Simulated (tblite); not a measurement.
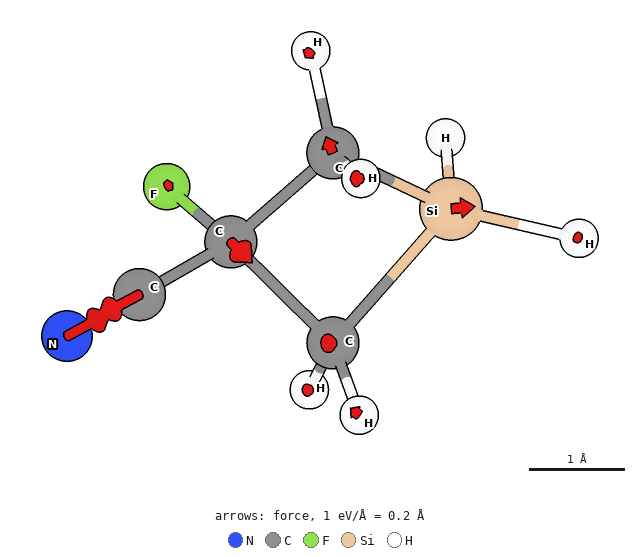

Starting geometry of C$_{4}$H$_{6}$FNSi with the computed forces as red arrows. Style: ball-and-stick. Shown at a tilt.

Method: GFN2-xTB geometry optimisation, gas phase in tblite. 

What follows when this structure is relaxed?

It isn't relaxed: the largest force vector, on the N atom, is 3.55 eV/Å. The final displacements have little in common with the starting forces (cosine between the two patterns 0.10). After 67 geometry steps the energy has fallen by 9.16 kcal/mol. The largest move after the best rigid fit is that of the N atom, 1.14 Å. Largest moves by element: N 1.14 Å, H 1.04 Å, C 0.64 Å, F 0.63 Å, Si 0.37 Å. Some distances before and after: C–C 1.587 → 1.543 Å, C–N 1.174 → 1.143 Å, C–Si 1.889 → 1.916 Å, C–F 1.363 → 1.387 Å. Among the angles between lasting bonds that change: C–C–C 93.9° → 100.6°, Si–C–H 112.8° → 119.5°, Si–C–H 113.7° → 119.4°. Groups turn about C–C by about 45°, C–C by about 45°, C–Si by about 35°. Cost: 0.62 s on 1 thread of Arm Neoverse N1 (shared host).
